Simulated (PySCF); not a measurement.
## CH2AlN: geometry relaxation (part 1 of 4)

- system: CH2AlN, SMILES N#[C][AlH2]
- method: HCTH407/6-31G*, RKS, dispersion D3(0) (PySCF 2.14.0)

The atoms were displaced at random from an optimised geometry.

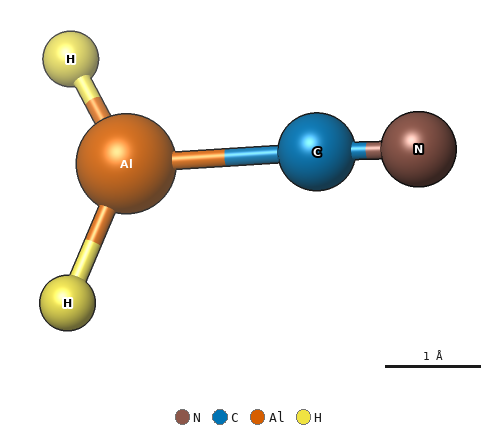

The structure as given in the input (ball-and-stick view, seen at a tilt). Sticks mark near contacts.

## The input (run.py)
```python
from pyscf import gto, dft
from pyscf.geomopt.geometric_solver import kernel as optimise

molecule = gto.M(
    atom='''
N        1.328177      -1.393150       1.433359
C        0.655669      -0.812450       0.759825
Al      -0.549936       0.336022      -0.487816
H       -1.637588      -0.271549      -1.077001
H       -0.045255       1.875670      -0.562800
''',
    max_memory=1860,
    cart=True,
    verbose=4,
    charge=0,
    basis='6-31g*',
    spin=0,
)

myscf = dft.RKS(molecule, xc='hcth407')
myscf = myscf.density_fit(auxbasis='def2-universal-jkfit')
myscf.disp = 'd3zero'
converged, mol_eq = optimise(myscf, maxsteps=100)
print('converged:', converged)
print(mol_eq.tostring())

myscf.reset(mol_eq)
molecule = mol_eq
myscf.kernel()
etot = myscf.e_tot
print('Final energy', etot)
```

Run on 1 thread of Intel Xeon @ 2.50GHz (Skylake/Cascade Lake), 189 GiB of memory available, shared host.

Run as:
```bash
OMP_NUM_THREADS=1 python run.py
```

## What the program printed
```
PySCF version 2.14.0

[INPUT] num. atoms = 5
[INPUT] num. electrons = 28
[INPUT] charge = 0
[INPUT] spin (= nelec alpha-beta = 2S) = 0
[INPUT] symmetry False subgroup None
[INPUT] Mole.unit = angstrom
[INPUT] Cartesian GTO integrals (6d 10f)
[INPUT] Symbol           X                Y                Z      unit          X                Y                Z       unit  Magmom
[INPUT]  1 N      1.328177000000  -1.393150000000   1.433359000000 AA    2.509890774946  -2.632671950438   2.708655948180 Bohr   0.0
[INPUT]  2 C      0.655669000000  -0.812450000000   0.759825000000 AA    1.239034838367  -1.535307989903   1.435861152598 Bohr   0.0
[INPUT]  3 Al    -0.549936000000   0.336022000000  -0.487816000000 AA   -1.039228426039   0.634989551829  -0.921838639181 Bohr   0.0
[INPUT]  4 H     -1.637588000000  -0.271549000000  -1.077001000000 AA   -3.094592824874  -0.513153239400  -2.035236925883 Bohr   0.0
[INPUT]  5 H     -0.045255000000   1.875670000000  -0.562800000000 AA   -0.085519555767   3.544502600063  -1.063537862905 Bohr   0.0

nuclear repulsion = 68.1921897215203
number of shells = 24
number of NR pGTOs = 116
number of NR cGTOs = 53
basis = 6-31g*
ecp = {}
Create scanner for <class 'pyscf.df.grad.rks.Gradients'>
Create scanner for <class 'pyscf.df.df_jk.DFRKS'>

#|     Arguments passed to driver run_optimizer():      |#
customengine              <pyscf.geomopt.geometric_solver.PySCFEngine object>
maxiter                   100
----------------------------------------------------------
Custom engine selected.
Bonds will be generated from interatomic distances less than 1.20 times sum of covalent radii
15 internal coordinates being used (instead of 15 Cartesians)
Internal coordinate system (atoms numbered from 1):
Distance 1-2
Distance 2-3
Distance 3-4
Distance 3-5
Angle 2-3-5
Angle 4-3-5
LinearAngleX 1-2-3
LinearAngleY 1-2-3
Out-of-Plane 3-2-4-5
Translation-X 1-5
Translation-Y 1-5
Translation-Z 1-5
Rotation-A 1-5
Rotation-B 1-5
Rotation-C 1-5
<class 'geometric.internal.Distance'> : 4
<class 'geometric.internal.Angle'> : 2
<class 'geometric.internal.LinearAngle'> : 2
<class 'geometric.internal.OutOfPlane'> : 1
<class 'geometric.internal.TranslationX'> : 1
<class 'geometric.internal.TranslationY'> : 1
<class 'geometric.internal.TranslationZ'> : 1
<class 'geometric.internal.RotationA'> : 1
<class 'geometric.internal.RotationB'> : 1
<class 'geometric.internal.RotationC'> : 1
> ===== Optimization Info: ====
> Job type: Energy minimization
> Maximum number of optimization cycles: 100
> Initial / maximum trust radius (Angstrom): 0.100 / 0.300
> Convergence Criteria:
> Will converge when all 5 criteria are reached:
>  |Delta-E| < 1.00e-06
>  RMS-Grad  < 3.00e-04
>  Max-Grad  < 4.50e-04
>  RMS-Disp  < 1.20e-03
>  Max-Disp  < 1.80e-03
> === End Optimization Info ===

Geometry optimization cycle 1
Cartesian coordinates (Angstrom)
 Atom        New coordinates             dX        dY        dZ
   N   1.328177  -1.393150   1.433359    0.000000  0.000000  0.000000
   C   0.655669  -0.812450   0.759825    0.000000  0.000000  0.000000
  Al  -0.549936   0.336022  -0.487816    0.000000  0.000000  0.000000
   H  -1.637588  -0.271549  -1.077001    0.000000  0.000000  0.000000
   H  -0.045255   1.875670  -0.562800    0.000000  0.000000  0.000000

WARN: Mole.unit (angstrom) is changed to Bohr

New geometry
   1 N      1.328177000000  -1.393150000000   1.433359000000 AA    2.509890774946  -2.632671950438   2.708655948180 Bohr
   2 C      0.655669000000  -0.812450000000   0.759825000000 AA    1.239034838367  -1.535307989903   1.435861152598 Bohr
   3 Al    -0.549936000000   0.336022000000  -0.487816000000 AA   -1.039228426039   0.634989551829  -0.921838639181 Bohr
   4 H     -1.637588000000  -0.271549000000  -1.077001000000 AA   -3.094592824874  -0.513153239400  -2.035236925883 Bohr
   5 H     -0.045255000000   1.875670000000  -0.562800000000 AA   -0.085519555767   3.544502600063  -1.063537862905 Bohr

******** <class 'pyscf.scf.hf.DFRKS_Scanner'> ********
method = DFRKS_Scanner
initial guess = minao
damping factor = 0
level_shift factor = 0
DIIS = <class 'pyscf.scf.diis.CDIIS'>
diis_start_cycle = 1
diis_space = 8
diis_damp = 0
SCF conv_tol = 1e-09
SCF conv_tol_grad = None
SCF max_cycles = 50
direct_scf = False
XC library pyscf.dft.libxc version 7.0.0
    S. Lehtola, C. Steigemann, M. J.T. Oliveira, and M. A.L. Marques.,  SoftwareX 7, 1–5 (2018)
XC functionals = hcth407
radial grids:
    Treutler-Ahlrichs [JCP 102, 346 (1995); DOI:10.1063/1.469408] (M4) radial grids

becke partition: Becke, JCP 88, 2547 (1988); DOI:10.1063/1.454033
pruning grids: <function nwchem_prune>
grids dens level: 3
symmetrized grids: False
atomic radii adjust function: <function treutler_atomic_radii_adjust>
small_rho_cutoff = 0
Set gradient conv threshold to 3.16228e-05
Initial guess from minao.
tot grids = 66816
Calc dispersion correction with DFTD3.
Parameters: xc=hcth407, version=d3zero, atm=False
init E= -336.526347746585
  HOMO = -0.330622105244984  LUMO = -0.12315058761278  gap/eV = 5.64559
cycle= 1 E= -336.360282795213  delta_E= 0.166  |g|= 0.451  |ddm|= 2.43
  HOMO = -0.159144782081011  LUMO = -0.125249134278992  gap/eV = 0.92235
cycle= 2 E= -336.05690622942  delta_E= 0.303  |g|= 1.13  |ddm|= 1.45
  HOMO = -0.282680956492334  LUMO = -0.113479151002538  gap/eV = 4.60422
cycle= 3 E= -336.40832142791  delta_E= -0.351  |g|= 0.23  |ddm|= 1.08
  HOMO = -0.291384235758251  LUMO = -0.116591962662498  gap/eV = 4.75634
cycle= 4 E= -336.420294966071  delta_E= -0.012  |g|= 0.0548  |ddm|= 0.199
  HOMO = -0.284614555868936  LUMO = -0.117984902466031  gap/eV = 4.53422
cycle= 5 E= -336.421128386181  delta_E= -0.000833  |g|= 0.0102  |ddm|= 0.0747
  HOMO = -0.285850883964812  LUMO = -0.11776780916659  gap/eV = 4.57377
cycle= 6 E= -336.421174736416  delta_E= -4.64e-05  |g|= 0.00173  |ddm|= 0.0179
  HOMO = -0.285727883542898  LUMO = -0.117493659841537  gap/eV = 4.57789
cycle= 7 E= -336.421175779588  delta_E= -1.04e-06  |g|= 0.000171  |ddm|= 0.00294
  HOMO = -0.285760591350646  LUMO = -0.11751125478425  gap/eV = 4.57830
cycle= 8 E= -336.421175792195  delta_E= -1.26e-08  |g|= 6.29e-05  |ddm|= 0.000419
  HOMO = -0.285762988183019  LUMO = -0.117512014775331  gap/eV = 4.57834
cycle= 9 E= -336.42117579396  delta_E= -1.76e-09  |g|= 9.98e-06  |ddm|= 0.000106
  HOMO = -0.285760895270749  LUMO = -0.117511225202839  gap/eV = 4.57831
cycle= 10 E= -336.421175794021  delta_E= -6.12e-11  |g|= 1.37e-06  |ddm|= 1.45e-05
  HOMO = -0.285760516619918  LUMO = -0.117511300107001  gap/eV = 4.57829
Extra cycle  E= -336.421175794009  delta_E= 1.16e-11  |g|= 1.74e-06  |ddm|= 3.34e-06
converged SCF energy = -336.421175794009

******** <class 'pyscf.grad.rhf.Gradients_Scanner'> for <class 'pyscf.scf.hf.DFRKS_Scanner'> ********
unit = Eh/Bohr
grid_response = False
LinAlgWarning: An ill-conditioned matrix detected: slice 0 has rcond = 1.8029745894662423e-16.
Calc dispersion correction with DFTD3.
Parameters: xc=hcth407, version=d3zero, atm=False
--------------- DFRKS_Scanner gradients ---------------
         x                y                z
0 N    -0.0929105537     0.0809706917    -0.0934061220
1 C     0.1094409084    -0.0952217185     0.1105932123
2 Al    -0.0865208619    -0.0303943942    -0.0549862996
3 H     0.0659442774     0.0368747947     0.0364611902
4 H     0.0039880687     0.0078214261     0.0013044275
----------------------------------------------
cycle 1: E = -336.421175794  dE = -336.421  norm(grad) = 0.275206
Step    0 : Gradient = 1.231e-01/1.824e-01 (rms/max) Energy = -336.4211757940
Hessian Eigenvalues: 4.50000e-02 5.00000e-02 5.00000e-02 ... 2.50000e-01 2.50000e-01 1.62459e+00

Geometry optimization cycle 2
Cartesian coordinates (Angstrom)
 Atom        New coordinates             dX        dY        dZ
   N   1.323475  -1.392232   1.416408   -0.004702  0.000918 -0.016951
   C   0.628506  -0.756768   0.729984   -0.027163  0.055682 -0.029841
  Al  -0.499968   0.366500  -0.416392    0.049968  0.030478  0.071424
   H  -1.701270  -0.350363  -1.120923   -0.063682 -0.078814 -0.043922
   H   0.003402   1.864718  -0.541733    0.048657 -0.010952  0.021067
New geometry
   1 N      1.323475178966  -1.392231798467   1.416408371413 AA    2.501005620905  -2.630936801012   2.676623902511 Bohr
   2 C      0.628506354756  -0.756768169739   0.729984144487 AA    1.187704878037  -1.430084580596   1.379470108356 Bohr
   3 Al    -0.499968227135   0.366499931093  -0.416391614452 AA   -0.944803020270   0.692584494438  -0.786866111880 Bohr
   4 H     -1.701270158107  -0.350362734686  -1.120923163614 AA   -3.214934662718  -0.662089612809  -2.118237785911 Bohr
   5 H      0.003401604716   1.864717561547  -0.541733147244 AA    0.006428101296   3.523805490990  -1.023727280890 Bohr

******** <class 'pyscf.scf.hf.DFRKS_Scanner'> ********
method = DFRKS_Scanner
initial guess = minao
damping factor = 0
level_shift factor = 0
DIIS = <class 'pyscf.scf.diis.CDIIS'>
diis_start_cycle = 1
diis_space = 8
diis_damp = 0
SCF conv_tol = 1e-09
SCF conv_tol_grad = None
SCF max_cycles = 50
direct_scf = False
XC library pyscf.dft.libxc version 7.0.0
    S. Lehtola, C. Steigemann, M. J.T. Oliveira, and M. A.L. Marques.,  SoftwareX 7, 1–5 (2018)
XC functionals = hcth407
radial grids:
    Treutler-Ahlrichs [JCP 102, 346 (1995); DOI:10.1063/1.469408] (M4) radial grids

becke partition: Becke, JCP 88, 2547 (1988); DOI:10.1063/1.454033
pruning grids: <function nwchem_prune>
grids dens level: 3
symmetrized grids: False
atomic radii adjust function: <function treutler_atomic_radii_adjust>
small_rho_cutoff = 0
Set gradient conv threshold to 3.16228e-05
tot grids = 66816
Calc dispersion correction with DFTD3.
Parameters: xc=hcth407, version=d3zero, atm=False
init E= -336.420554238462
  HOMO = -0.309350187338983  LUMO = -0.133679994337814  gap/eV = 4.78023
cycle= 1 E= -336.445182363626  delta_E= -0.0246  |g|= 0.0783  |ddm|= 0.32
  HOMO = -0.284877721719171  LUMO = -0.120505429695109  gap/eV = 4.47280
cycle= 2 E= -336.433538571439  delta_E= 0.0116  |g|= 0.238  |ddm|= 0.237
  HOMO = -0.291747229154654  LUMO = -0.119099823031353  gap/eV = 4.69798
cycle= 3 E= -336.446823306527  delta_E= -0.0133  |g|= 0.0322  |ddm|= 0.168
  HOMO = -0.293010065779135  LUMO = -0.119240628602447  gap/eV = 4.72851
cycle= 4 E= -336.447152673242  delta_E= -0.000329  |g|= 0.00237  |ddm|= 0.0372
  HOMO = -0.293025418391156  LUMO = -0.119312204818972  gap/eV = 4.72698
cycle= 5 E= -336.447154808144  delta_E= -2.13e-06  |g|= 0.000661  |ddm|= 0.00415
  HOMO = -0.293097794187133  LUMO = -0.119348726295696  gap/eV = 4.72795
cycle= 6 E= -336.447154949534  delta_E= -1.41e-07  |g|= 0.000188  |ddm|= 0.00111
  HOMO = -0.29307951551764  LUMO = -0.119342528921832  gap/eV = 4.72762
cycle= 7 E= -336.447154961486  delta_E= -1.2e-08  |g|= 2.79e-05  |ddm|= 0.000248
  HOMO = -0.293080232266099  LUMO = -0.119340663304586  gap/eV = 4.72769
cycle= 8 E= -336.447154961721  delta_E= -2.35e-10  |g|= 3.56e-06  |ddm|= 3.98e-05
  HOMO = -0.29308018845773  LUMO = -0.119340943733803  gap/eV = 4.72769
Extra cycle  E= -336.447154961742  delta_E= -2.07e-11  |g|= 5.23e-06  |ddm|= 9.63e-06
converged SCF energy = -336.447154961742

******** <class 'pyscf.grad.rhf.Gradients_Scanner'> for <class 'pyscf.scf.hf.DFRKS_Scanner'> ********
unit = Eh/Bohr
grid_response = False
LinAlgWarning: An ill-conditioned matrix detected: slice 0 has rcond = 1.7918850716277661e-16.
Calc dispersion correction with DFTD3.
Parameters: xc=hcth407, version=d3zero, atm=False
--------------- DFRKS_Scanner gradients ---------------
         x                y                z
0 N    -0.0090388305     0.0089826133    -0.0090623492
1 C     0.0110438860    -0.0102878288     0.0100927259
2 Al    -0.0090326562     0.0012649219    -0.0042209731
3 H     0.0050204052     0.0009588065     0.0024842226
4 H     0.0021089975    -0.0009986567     0.0008217004
----------------------------------------------
cycle 2: E = -336.447154962  dE = -0.0259792  norm(grad) = 0.0267134
Step    1 : Displace = 7.575e-02/1.109e-01 (rms/max) Trust = 1.000e-01 (=) Grad = 1.195e-02/1.816e-02 (rms/max) E (change) = -336.4471549617 (-2.598e-02) Quality = 1.005
Hessian Eigenvalues: 4.53092e-02 4.99998e-02 5.00000e-02 ... 2.50000e-01 2.50163e-01 1.56629e+00

Geometry optimization cycle 3
Cartesian coordinates (Angstrom)
 Atom        New coordinates             dX        dY        dZ
   N   1.311745  -1.393649   1.433853   -0.011730 -0.001417  0.017445
   C   0.636511  -0.756689   0.719206    0.008004  0.000079 -0.010778
  Al  -0.450719   0.347631  -0.463050    0.049249 -0.018869 -0.046658
   H  -1.727349  -0.334623  -1.100923   -0.026079  0.015739  0.020000
   H  -0.021821   1.873731  -0.528310   -0.025223  0.009013  0.013423
New geometry
   1 N      1.311744962148  -1.393648544233   1.433852968619 AA    2.478838723738  -2.633614062499   2.709589413585 Bohr
   2 C      0.636510513376  -0.756689126092   0.719206436399 AA    1.202830545686  -1.429935209750   1.359103191818 Bohr
   3 Al    -0.450719478289   0.347630714919  -0.463050042028 AA   -0.851736372972   0.656926843684  -0.875037761401 Bohr
   4 H     -1.727348710806  -0.334623297877  -1.100923215286 AA   -3.264215985043  -0.632346387886  -2.080443361066 Bohr
   5 H     -0.021821199872   1.873730869443  -0.528310128662 AA   -0.041236091468   3.540838174390  -0.998361452004 Bohr

******** <class 'pyscf.scf.hf.DFRKS_Scanner'> ********
method = DFRKS_Scanner
initial guess = minao
damping factor = 0
level_shift factor = 0
DIIS = <class 'pyscf.scf.diis.CDIIS'>
diis_start_cycle = 1
diis_space = 8
diis_damp = 0
SCF conv_tol = 1e-09
SCF conv_tol_grad = None
SCF max_cycles = 50
direct_scf = False
XC library pyscf.dft.libxc version 7.0.0
    S. Lehtola, C. Steigemann, M. J.T. Oliveira, and M. A.L. Marques.,  SoftwareX 7, 1–5 (2018)
XC functionals = hcth407
radial grids:
    Treutler-Ahlrichs [JCP 102, 346 (1995); DOI:10.1063/1.469408] (M4) radial grids

becke partition: Becke, JCP 88, 2547 (1988); DOI:10.1063/1.454033
pruning grids: <function nwchem_prune>
grids dens level: 3
symmetrized grids: False
atomic radii adjust function: <function treutler_atomic_radii_adjust>
small_rho_cutoff = 0
Set gradient conv threshold to 3.16228e-05
tot grids = 66816
Calc dispersion correction with DFTD3.
Parameters: xc=hcth407, version=d3zero, atm=False
init E= -336.441798710451
  HOMO = -0.295465995952598  LUMO = -0.122543926593571  gap/eV = 4.70545
cycle= 1 E= -336.447245425784  delta_E= -0.00545  |g|= 0.0106  |ddm|= 0.0789
  HOMO = -0.291632401453301  LUMO = -0.120402329559541  gap/eV = 4.65941
cycle= 2 E= -336.447165756272  delta_E= 7.97e-05  |g|= 0.0226  |ddm|= 0.0266
  HOMO = -0.292091647684144  LUMO = -0.120245387725762  gap/eV = 4.67617
cycle= 3 E= -336.44727091166  delta_E= -0.000105  |g|= 0.00897  |ddm|= 0.0197
  HOMO = -0.292316810852435  LUMO = -0.120300421482922  gap/eV = 4.68080
cycle= 4 E= -336.447290762693  delta_E= -1.99e-05  |g|= 0.000473  |ddm|= 0.00647
  HOMO = -0.292310892668401  LUMO = -0.120326868832071  gap/eV = 4.67992
cycle= 5 E= -336.447290845398  delta_E= -8.27e-08  |g|= 0.000107  |ddm|= 0.000834
  HOMO = -0.292315786731302  LUMO = -0.120329050024154  gap/eV = 4.68000
cycle= 6 E= -336.447290849394  delta_E= -4e-09  |g|= 2.7e-05  |ddm|= 0.000174
  HOMO = -0.292313554629907  LUMO = -0.120327286904604  gap/eV = 4.67998
cycle= 7 E= -336.447290849683  delta_E= -2.89e-10  |g|= 4.95e-06  |ddm|= 4.13e-05
  HOMO = -0.292314300739387  LUMO = -0.120327605514556  gap/eV = 4.68000
Extra cycle  E= -336.447290849661  delta_E= 2.24e-11  |g|= 5.75e-06  |ddm|= 1.34e-05
converged SCF energy = -336.447290849661

******** <class 'pyscf.grad.rhf.Gradients_Scanner'> for <class 'pyscf.scf.hf.DFRKS_Scanner'> ********
unit = Eh/Bohr
grid_response = False
LinAlgWarning: An ill-conditioned matrix detected: slice 0 has rcond = 1.7830536091779584e-16.
Calc dispersion correction with DFTD3.
Parameters: xc=hcth407, version=d3zero, atm=False
--------------- DFRKS_Scanner gradients ---------------
         x                y                z
0 N    -0.0004594693     0.0011141573    -0.0009613868
1 C    -0.0007019048    -0.0000168179     0.0016796197
2 Al     0.0008648117    -0.0013521297    -0.0052463579
3 H     0.0002653682     0.0002792409     0.0023050636
4 H     0.0000876554    -0.0000713329     0.0023386493
----------------------------------------------
cycle 3: E = -336.44729085  dE = -0.000135888  norm(grad) = 0.0068363
Step    2 : Displace = 3.942e-02/7.087e-02 (rms/max) Trust = 1.414e-01 (+) Grad = 3.057e-03/5.486e-03 (rms/max) E (change) = -336.4472908497 (-1.359e-04) Quality = 0.278
Hessian Eigenvalues: 4.99111e-02 4.99999e-02 5.00000e-02 ... 2.49975e-01 2.50636e-01 1.44614e+00

Geometry optimization cycle 4
Cartesian coordinates (Angstrom)
 Atom        New coordinates             dX        dY        dZ
   N   1.324370  -1.403126   1.426588    0.012625 -0.009477 -0.007265
   C   0.636347  -0.755871   0.729338   -0.000164  0.000818  0.010132
  Al  -0.474482   0.355037  -0.420197   -0.023762  0.007407  0.042853
   H  -1.721353  -0.327195  -1.129982    0.005996  0.007428 -0.029059
   H  -0.020879   1.871066  -0.551514    0.000942 -0.002664 -0.023204
New geometry
   1 N      1.324370100652  -1.403125561404   1.426588200266 AA    2.502696777794  -2.651523029431   2.695860991039 Bohr
   2 C      0.636346863889  -0.755871331782   0.729338369856 AA    1.202521292976  -1.428389802479   1.378249771165 Bohr
   3 Al    -0.474481969832   0.355037281729  -0.420196577735 AA   -0.896640974027   0.670923226479  -0.794056450398 Bohr
   4 H     -1.721352681459  -0.327194903694  -1.129981736567 AA   -3.252885131743  -0.618308757336  -2.135356007873 Bohr
   5 H     -0.020879395408   1.871066419930  -0.551514037990 AA   -0.039456338967   3.535803094538  -1.042210485654 Bohr

******** <class 'pyscf.scf.hf.DFRKS_Scanner'> ********
method = DFRKS_Scanner
initial guess = minao
damping factor = 0
level_shift factor = 0
DIIS = <class 'pyscf.scf.diis.CDIIS'>
diis_start_cycle = 1
diis_space = 8
diis_damp = 0
SCF conv_tol = 1e-09
SCF conv_tol_grad = None
SCF max_cycles = 50
direct_scf = False
XC library pyscf.dft.libxc version 7.0.0
    S. Lehtola, C. Steigemann, M. J.T. Oliveira, and M. A.L. Marques.,  SoftwareX 7, 1–5 (2018)
XC functionals = hcth407
radial grids:
    Treutler-Ahlrichs [JCP 102, 346 (1995); DOI:10.1063/1.469408] (M4) radial grids
```
